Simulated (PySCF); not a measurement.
# H8NOPSi2: NMR shifts at several levels of theory, part 2 of 2

PySCF 2.14.0. Atoms count from 0. The steps go on from the part before.

## Step 8: Nuclear shieldings: CAM-B3LYP/pcSseg-1

The job: settings as JSON, then the geometry in Å.

```
{"job": {"kind": "nmr", "xc": "CAM-B3LYP", "basis": "pcSseg-1", "pop": false}, "charge": 0, "multiplicity": 1}
N      0.105583     1.330038    -1.347724
Si     0.268295     0.408469     0.099557
O      0.428106     1.273649     1.526578
Si    -1.651208    -0.874924     0.435715
P      2.168574    -0.780740    -0.238371
H     -0.721364     1.886624    -1.532784
H      0.916972     1.692339    -1.836597
H      1.176783     1.876822     1.581195
H     -2.880569    -0.023033     0.519183
H     -1.533661    -1.668398     1.697670
H     -1.819491    -1.827054    -0.706899
H      1.990407    -1.595837     0.919888
H      1.556739    -1.714905    -1.128204
```

Method: GIAO CAM-B3LYP/pcSseg-1 NMR shielding, non-relativistic, gas phase.

Standard output:

```text
coarse grid: 11984 points
cycle   1  E = -1054.9692329170  dE =  1.632e-01  |g| = 7.899e-01  |ddm| = 3.142e+00
cycle   2  E = -1054.9091422768  dE =  6.009e-02  |g| = 1.009e+00  |ddm| = 1.365e+00
cycle   3  E = -1055.0873511517  dE = -1.782e-01  |g| = 7.548e-02  |ddm| = 8.499e-01
cycle   4  E = -1055.0882026002  dE = -8.514e-04  |g| = 4.293e-02  |ddm| = 8.621e-02
cycle   5  E = -1055.0885660620  dE = -3.635e-04  |g| = 7.562e-03  |ddm| = 3.496e-02
cycle   6  E = -1055.0885801258  dE = -1.406e-05  |g| = 2.034e-03  |ddm| = 9.963e-03
cycle   7  E = -1055.0885811067  dE = -9.808e-07  |g| = 3.550e-04  |ddm| = 3.337e-03
final grid: 100960 points
cycle   8  E = -1055.1233707480  dE = -1.060e-05  |g| = 2.962e-03  |ddm| = 8.996e-03
cycle   9  E = -1055.1233704382  dE =  3.098e-07  |g| = 3.253e-03  |ddm| = 4.302e-03
cycle  10  E = -1055.1233724786  dE = -2.040e-06  |g| = 2.987e-04  |ddm| = 2.145e-03
cycle  11  E = -1055.1233724947  dE = -1.607e-08  |g| = 1.116e-04  |ddm| = 3.492e-04
cycle  12  E = -1055.1233724969  dE = -2.232e-09  |g| = 5.518e-05  |ddm| = 1.499e-04
cycle  13  E = -1055.1233724975  dE = -5.493e-10  |g| = 6.487e-06  |ddm| = 4.263e-05
converged SCF energy = -1055.1233724975

GIAO shielding tensors (ppm)
atom      isotropic    diamagn.    paramagn.     s11        s22        s33       span
  0 N      219.375     319.595    -100.220    196.425    207.504    254.196     57.771
  1 Si     340.243     879.389    -539.146    321.937    323.475    375.318     53.381
  2 O      249.263     389.914    -140.651    216.307    254.784    276.699     60.392
  3 Si     449.109     880.452    -431.343    436.648    448.806    461.874     25.227
  4 P      557.583     968.407    -410.824    490.075    574.210    608.464    118.389
  5 H       30.174      31.355      -1.181     23.408     26.058     41.056     17.648
  6 H       30.100      31.067      -0.966     23.436     27.003     39.863     16.427
  7 H       29.900      30.942      -1.042     23.043     25.181     41.475     18.431
  8 H       27.850      29.298      -1.448     24.612     25.704     33.235      8.623
  9 H       27.905      29.462      -1.557     24.757     26.071     32.888      8.131
 10 H       28.119      29.775      -1.656     25.051     26.474     32.832      7.781
 11 H       29.719      30.856      -1.138     25.326     27.086     36.744     11.417
 12 H       29.697      31.178      -1.481     25.202     27.236     36.654     11.452
```

Run time: 30 s. Hardware: 1 thread of Arm Neoverse N1, shared host; peak memory 0.84 GiB.

Key values: δ N0 47.9, Si1 3.2, Si3 -105.7, O2 89.3, H8 3.37, H11 1.62 ppm (means over like atoms).

## Step 9: Nuclear shieldings: wB97X-D/pcSseg-1

Settings changed since step 8:

```diff
@@ -1,2 +1,2 @@
-{"job": {"kind": "nmr", "xc": "CAM-B3LYP", "basis": "pcSseg-1", "pop": false}, "charge": 0, "multiplicity": 1}
+{"job": {"kind": "nmr", "xc": "wB97X-D", "basis": "pcSseg-1", "pop": false}, "charge": 0, "multiplicity": 1}
 N      0.105583     1.330038    -1.347724
```

Method: GIAO wB97X-D/pcSseg-1 NMR shielding, non-relativistic, gas phase.

Standard output:

```text
coarse grid: 11984 points
cycle   1  E = -1054.9393723684  dE =  1.389e-01  |g| = 7.734e-01  |ddm| = 3.137e+00
cycle   2  E = -1054.9173528151  dE =  2.202e-02  |g| = 8.958e-01  |ddm| = 1.208e+00
cycle   3  E = -1055.0565099235  dE = -1.392e-01  |g| = 6.752e-02  |ddm| = 6.871e-01
cycle   4  E = -1055.0573272782  dE = -8.174e-04  |g| = 3.758e-02  |ddm| = 8.040e-02
cycle   5  E = -1055.0576247068  dE = -2.974e-04  |g| = 7.256e-03  |ddm| = 3.397e-02
cycle   6  E = -1055.0576411691  dE = -1.646e-05  |g| = 1.905e-03  |ddm| = 1.180e-02
cycle   7  E = -1055.0576423441  dE = -1.175e-06  |g| = 4.630e-04  |ddm| = 4.020e-03
final grid: 100960 points
cycle   8  E = -1055.1006346292  dE = -7.330e-05  |g| = 6.397e-03  |ddm| = 2.468e-02
cycle   9  E = -1055.1006365172  dE = -1.888e-06  |g| = 6.103e-03  |ddm| = 9.513e-03
cycle  10  E = -1055.1006435619  dE = -7.045e-06  |g| = 5.231e-04  |ddm| = 3.862e-03
cycle  11  E = -1055.1006436573  dE = -9.547e-08  |g| = 2.498e-04  |ddm| = 9.649e-04
cycle  12  E = -1055.1006436773  dE = -1.995e-08  |g| = 6.510e-05  |ddm| = 4.853e-04
cycle  13  E = -1055.1006436786  dE = -1.339e-09  |g| = 3.365e-05  |ddm| = 1.140e-04
cycle  14  E = -1055.1006436790  dE = -3.340e-10  |g| = 8.522e-06  |ddm| = 5.444e-05
converged SCF energy = -1055.1006436790

GIAO shielding tensors (ppm)
atom      isotropic    diamagn.    paramagn.     s11        s22        s33       span
  0 N      218.710     320.532    -101.822    195.332    208.591    252.207     56.875
  1 Si     350.122     879.586    -529.464    330.852    335.993    383.520     52.668
  2 O      248.428     390.307    -141.880    214.618    254.155    276.511     61.894
  3 Si     456.438     880.605    -424.167    444.996    456.774    467.544     22.549
  4 P      568.387     968.572    -400.185    500.555    583.332    621.275    120.720
  5 H       30.162      31.392      -1.230     23.379     26.081     41.026     17.647
  6 H       30.088      31.091      -1.003     23.396     27.030     39.837     16.440
  7 H       29.959      31.012      -1.053     23.070     25.245     41.561     18.491
  8 H       27.831      29.233      -1.402     24.539     25.660     33.293      8.753
  9 H       27.885      29.379      -1.494     24.681     26.020     32.953      8.272
 10 H       28.097      29.677      -1.580     24.976     26.424     32.892      7.916
 11 H       29.693      30.782      -1.089     25.232     27.005     36.842     11.610
 12 H       29.680      31.088      -1.409     25.122     27.151     36.766     11.644
```

Run time: 30 s. Hardware: 1 thread of Arm Neoverse N1, shared host; peak memory 0.89 GiB.

In short: δ N0 45.3, Si1 2.8, Si3 -103.5, O2 84.8, H8 3.44, H11 1.69 ppm (means over like atoms).

## Step 10: NMR shieldings: LC-wPBE/pcSseg-1

Settings changed since step 9:

```diff
@@ -1,2 +1,2 @@
-{"job": {"kind": "nmr", "xc": "wB97X-D", "basis": "pcSseg-1", "pop": false}, "charge": 0, "multiplicity": 1}
+{"job": {"kind": "nmr", "xc": "LC-wPBE", "basis": "pcSseg-1", "pop": false}, "charge": 0, "multiplicity": 1}
 N      0.105583     1.330038    -1.347724
```

Level: GIAO LC-wPBE/pcSseg-1 NMR shielding, non-relativistic, gas phase.

Standard output:

```text
coarse grid: 11984 points
cycle   1  E = -1054.6245040161  dE =  1.246e-01  |g| = 7.602e-01  |ddm| = 3.138e+00
cycle   2  E = -1054.6373702684  dE = -1.287e-02  |g| = 7.922e-01  |ddm| = 1.060e+00
cycle   3  E = -1054.7415756356  dE = -1.042e-01  |g| = 6.629e-02  |ddm| = 5.666e-01
cycle   4  E = -1054.7425895027  dE = -1.014e-03  |g| = 3.436e-02  |ddm| = 8.532e-02
cycle   5  E = -1054.7428602272  dE = -2.707e-04  |g| = 8.738e-03  |ddm| = 3.650e-02
cycle   6  E = -1054.7428845392  dE = -2.431e-05  |g| = 1.747e-03  |ddm| = 1.417e-02
cycle   7  E = -1054.7428860980  dE = -1.559e-06  |g| = 5.829e-04  |ddm| = 4.991e-03
final grid: 100960 points
cycle   8  E = -1054.7962272428  dE = -3.634e-05  |g| = 7.259e-03  |ddm| = 2.296e-02
cycle   9  E = -1054.7962297907  dE = -2.548e-06  |g| = 5.213e-03  |ddm| = 6.604e-03
cycle  10  E = -1054.7962340211  dE = -4.230e-06  |g| = 8.931e-04  |ddm| = 3.289e-03
cycle  11  E = -1054.7962341769  dE = -1.558e-07  |g| = 1.821e-04  |ddm| = 7.336e-04
cycle  12  E = -1054.7962341981  dE = -2.120e-08  |g| = 1.124e-04  |ddm| = 4.289e-04
cycle  13  E = -1054.7962342010  dE = -2.870e-09  |g| = 1.475e-05  |ddm| = 1.239e-04
cycle  14  E = -1054.7962342012  dE = -1.833e-10  |g| = 3.919e-06  |ddm| = 6.396e-05
converged SCF energy = -1054.7962342012

GIAO shielding tensors (ppm)
atom      isotropic    diamagn.    paramagn.     s11        s22        s33       span
  0 N      225.087     320.398     -95.311    203.239    215.780    256.241     53.002
  1 Si     354.640     879.631    -524.991    332.734    341.310    389.876     57.142
  2 O      259.978     389.945    -129.967    228.438    264.207    287.289     58.852
  3 Si     461.075     880.365    -419.290    450.692    461.053    471.479     20.787
  4 P      579.794     968.599    -388.805    511.227    590.492    637.663    126.436
  5 H       30.202      31.404      -1.202     23.264     26.031     41.311     18.046
  6 H       30.119      31.125      -1.006     23.241     26.994     40.122     16.881
  7 H       29.896      30.986      -1.089     22.790     25.101     41.798     19.009
  8 H       27.836      29.106      -1.269     24.502     25.638     33.368      8.865
  9 H       27.876      29.233      -1.357     24.588     25.976     33.064      8.476
 10 H       28.087      29.519      -1.432     24.878     26.378     33.005      8.128
 11 H       29.628      30.772      -1.144     25.038     26.871     36.976     11.938
 12 H       29.634      31.064      -1.430     24.975     27.029     36.897     11.922
```

Run time: 41 s. Hardware: 1 thread of Arm Neoverse N1, shared host; peak memory 0.78 GiB.

In short: δ N0 42.6, Si1 3.9, Si3 -102.6, O2 78.7, H8 3.39, H11 1.70 ppm (means over like atoms).

## Step 11: NMR shieldings: PBE0/STO-3G

Settings changed since step 10:

```diff
@@ -1,2 +1,2 @@
-{"job": {"kind": "nmr", "xc": "LC-wPBE", "basis": "pcSseg-1", "pop": false}, "charge": 0, "multiplicity": 1}
+{"job": {"kind": "nmr", "xc": "PBE0", "basis": "STO-3G", "pop": true}, "charge": 0, "multiplicity": 1}
 N      0.105583     1.330038    -1.347724
```

With the program's defaults for keys left out, this is: GIAO PBE0/STO-3G NMR shielding, non-relativistic, gas phase.

Standard output:

```text
coarse grid: 11984 points
cycle   1  E = -1042.2019201491  dE = -9.932e-02  |g| = 6.529e-01  |ddm| = 4.125e+00
cycle   2  E = -1042.1988074389  dE =  3.113e-03  |g| = 6.975e-01  |ddm| = 1.986e+00
cycle   3  E = -1042.3511960193  dE = -1.524e-01  |g| = 9.405e-02  |ddm| = 1.125e+00
cycle   4  E = -1042.3540549943  dE = -2.859e-03  |g| = 2.832e-02  |ddm| = 1.944e-01
cycle   5  E = -1042.3543170556  dE = -2.621e-04  |g| = 3.434e-03  |ddm| = 4.635e-02
cycle   6  E = -1042.3543219531  dE = -4.897e-06  |g| = 7.762e-04  |ddm| = 7.904e-03
final grid: 100960 points
cycle   7  E = -1042.3045454965  dE = -5.697e-06  |g| = 4.591e-03  |ddm| = 1.581e-02
cycle   8  E = -1042.3045452640  dE =  2.324e-07  |g| = 4.745e-03  |ddm| = 1.458e-02
cycle   9  E = -1042.3045526505  dE = -7.386e-06  |g| = 3.343e-04  |ddm| = 7.447e-03
cycle  10  E = -1042.3045526926  dE = -4.211e-08  |g| = 2.895e-05  |ddm| = 5.981e-04
cycle  11  E = -1042.3045526930  dE = -3.658e-10  |g| = 1.126e-05  |ddm| = 8.783e-05
converged SCF energy = -1042.3045526930

GIAO shielding tensors (ppm)
atom      isotropic    diamagn.    paramagn.     s11        s22        s33       span
  0 N      321.121     314.414       6.707    286.163    305.509    371.690     85.527
  1 Si     492.602     870.422    -377.820    452.356    491.423    534.026     81.670
  2 O      382.661     379.587       3.073    280.223    401.974    465.785    185.562
  3 Si     609.278     871.040    -261.762    603.185    609.127    615.520     12.336
  4 P      726.133     956.174    -230.040    689.332    718.151    770.917     81.586
  5 H       33.850      31.819       2.031     24.116     30.599     46.835     22.719
  6 H       33.860      31.584       2.276     24.157     31.557     45.866     21.708
  7 H       35.624      31.400       4.224     28.316     32.089     46.467     18.151
  8 H       30.874      31.171      -0.297     26.894     28.386     37.341     10.447
  9 H       30.853      31.532      -0.679     26.828     28.486     37.245     10.417
 10 H       30.927      31.988      -1.061     26.840     28.682     37.259     10.418
 11 H       32.497      32.845      -0.348     27.347     29.955     40.189     12.843
 12 H       32.381      33.196      -0.815     27.220     30.120     39.803     12.583
```

Wall time 6.5 s (1 thread of Arm Neoverse N1, shared host); peak memory 0.39 GiB.

Key values: δ N0 -26.4, Si1 25.0, Si3 -91.7, O2 -41.0, H8 1.72, H11 0.17 ppm (means over like atoms).

## Step 12: Shielding tensors: PBE0/6-31G

Settings changed since step 11:

```diff
@@ -1,2 +1,2 @@
-{"job": {"kind": "nmr", "xc": "PBE0", "basis": "STO-3G", "pop": true}, "charge": 0, "multiplicity": 1}
+{"job": {"kind": "nmr", "xc": "PBE0", "basis": "6-31G", "pop": true}, "charge": 0, "multiplicity": 1}
 N      0.105583     1.330038    -1.347724
```

With the program's defaults for keys left out, this is: GIAO PBE0/6-31G NMR shielding, non-relativistic, gas phase.

Standard output:

```text
coarse grid: 11984 points
cycle   1  E = -1054.4138113157  dE =  3.503e-01  |g| = 7.662e-01  |ddm| = 3.293e+00
cycle   2  E = -1054.2359017552  dE =  1.779e-01  |g| = 1.216e+00  |ddm| = 2.504e+00
cycle   3  E = -1054.5348766127  dE = -2.990e-01  |g| = 1.193e-01  |ddm| = 1.811e+00
cycle   4  E = -1054.5378629396  dE = -2.986e-03  |g| = 5.431e-02  |ddm| = 1.998e-01
cycle   5  E = -1054.5385017357  dE = -6.388e-04  |g| = 1.003e-02  |ddm| = 5.784e-02
cycle   6  E = -1054.5385369882  dE = -3.525e-05  |g| = 1.739e-03  |ddm| = 2.030e-02
cycle   7  E = -1054.5385380310  dE = -1.043e-06  |g| = 2.953e-04  |ddm| = 3.989e-03
final grid: 100960 points
cycle   8  E = -1054.4699271331  dE = -5.982e-06  |g| = 6.715e-03  |ddm| = 1.766e-02
cycle   9  E = -1054.4699130050  dE =  1.413e-05  |g| = 1.054e-02  |ddm| = 1.763e-02
cycle  10  E = -1054.4699375348  dE = -2.453e-05  |g| = 6.677e-04  |ddm| = 1.071e-02
cycle  11  E = -1054.4699376647  dE = -1.299e-07  |g| = 1.224e-04  |ddm| = 1.094e-03
cycle  12  E = -1054.4699376672  dE = -2.501e-09  |g| = 6.536e-05  |ddm| = 2.349e-04
cycle  13  E = -1054.4699376683  dE = -1.080e-09  |g| = 7.588e-06  |ddm| = 8.850e-05
cycle  14  E = -1054.4699376683  dE = -1.705e-11  |g| = 1.587e-06  |ddm| = 2.218e-05
converged SCF energy = -1054.4699376683

GIAO shielding tensors (ppm)
atom      isotropic    diamagn.    paramagn.     s11        s22        s33       span
  0 N      231.103     325.937     -94.834    210.351    224.359    258.598     48.247
  1 Si     407.861     877.363    -469.502    388.418    396.062    439.103     50.686
  2 O      260.836     395.088    -134.252    236.414    252.280    293.815     57.401
  3 Si     522.751     881.988    -359.236    512.826    522.768    532.659     19.833
  4 P      617.008     968.997    -351.989    560.387    630.372    660.266     99.879
  5 H       31.908      31.187       0.721     24.310     27.587     43.829     19.519
  6 H       31.894      31.208       0.686     24.782     28.288     42.611     17.830
  7 H       32.040      30.404       1.637     25.240     27.223     43.658     18.417
  8 H       29.231      29.520      -0.289     25.543     26.786     35.363      9.819
  9 H       29.250      29.584      -0.334     25.607     27.222     34.922      9.315
 10 H       29.428      29.810      -0.383     25.852     27.585     34.846      8.994
 11 H       30.950      31.717      -0.767     26.208     28.427     38.215     12.007
 12 H       30.820      31.802      -0.981     25.857     28.544     38.060     12.203
```

Run time: 13 s. Hardware: 1 thread of Arm Neoverse N1, shared host; peak memory 0.47 GiB.

In short: δ N0 29.6, Si1 36.9, Si3 -78.0, O2 57.7, H8 3.31, H11 1.73 ppm (means over like atoms).

## Step 13: Run by run: NMR shifts

Shifts (ppm) of some atoms, chosen among heavy atoms and hydrogens apart, means over like atoms, with basis size and wall time:

| run | H7 | H5 | N0 | Si1 | Si3 | O2 | P4 | functions | time |
| --- | --- | --- | --- | --- | --- | --- | --- | --- | --- |
| PBE0/pcSseg-1 | 1.42 | 1.28 | 48.2 | 2.2 | -105.5 | 90.3 | -260.9 | 146 | 23 s |
| mPW1PW91/pcSseg-1 | 1.41 | 1.27 | 47.1 | 2.0 | -103.3 | 88.5 | -258.6 | 146 | 22 s |
| WP04/pcSseg-1 | 1.40 | 1.18 | 36.9 | -1.5 | -87.9 | 70.8 | -218.0 | 146 | 23 s |
| B97-2/pcSseg-1 | 1.37 | 1.24 | 45.0 | 0.6 | -101.4 | 85.3 | -252.1 | 146 | 23 s |
| BHandHLYP/pcSseg-1 | 1.44 | 1.21 | 42.8 | 1.6 | -99.7 | 79.7 | -250.8 | 146 | 22 s |
| CAM-B3LYP/pcSseg-1 | 1.43 | 1.19 | 47.9 | 3.2 | -105.7 | 89.3 | -258.4 | 146 | 30 s |
| wB97X-D/pcSseg-1 | 1.42 | 1.26 | 45.3 | 2.8 | -103.5 | 84.8 | -261.2 | 146 | 30 s |
| LC-wPBE/pcSseg-1 | 1.43 | 1.17 | 42.6 | 3.9 | -102.6 | 78.7 | -271.8 | 146 | 41 s |
| PBE0/STO-3G | -3.02 | -1.25 | -26.4 | 25.0 | -91.7 | -41.0 | -21.5 | 45 | 6.5 s |
| PBE0/6-31G | 0.57 | 0.71 | 29.6 | 36.9 | -78.0 | 57.7 | -252.7 | 73 | 13 s |

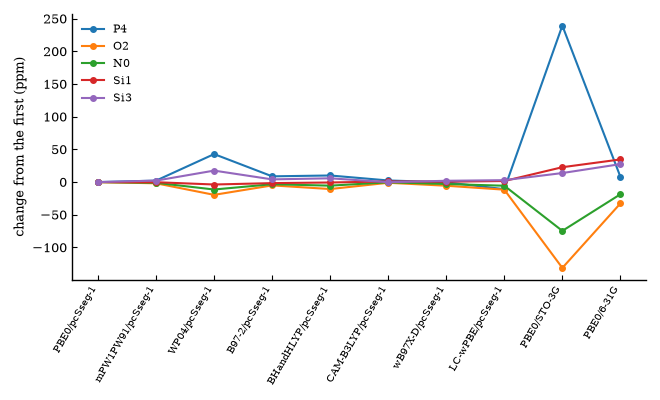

How five of the tabulated atoms move from run to run.

## Step 14: What came out

The summary covers parts 1 to 2.

| quantity | value |
| --- | --- |
| point group | C1 |
| rotational constants (main isotopes) | 2.61, 1.56, 1.39 GHz |
| 1H shifts against TMS (PBE0/pcSseg-1, means over atoms taken as alike) | 3.47, 1.75, 1.42, 1.28 ppm |
| 15N shifts against NH3 (PBE0/pcSseg-1) | 48.2 ppm |
| 29Si shifts against TMS (PBE0/pcSseg-1) | 2.2, -105.5 ppm |
| 17O shifts against H2O (PBE0/pcSseg-1) | 90.3 ppm |
| 31P shifts against H3PO4 (PBE0/pcSseg-1) | -260.9 ppm |
| range of the shift of P4 | -271.8 to -21.5 ppm |
| property runs in this session | 10, of which 0 failed and 1 gave unsound results |

In words: Single values in the summary come from the first run of each kind that ended normally (PBE0/pcSseg-1), which need not be the best level. Relaxing lowered the energy by 0.290 eV in 21 steps; the close pair that moved most is Si1–O2, from 1.628 to 1.676 Å. No frequency check was run at this level, so the end point may be a saddle. At PBE0/pcSseg-1: Shielding is most anisotropic at P4 (span 116 ppm, paramagnetic term -397 ppm). In ppm, P4 moves most: its shift spreads over 250.3 ppm, from -271.8 (LC-wPBE/pcSseg-1) to -21.5 (PBE0/STO-3G). A minimal basis is unusable for shieldings, so that end is no result.
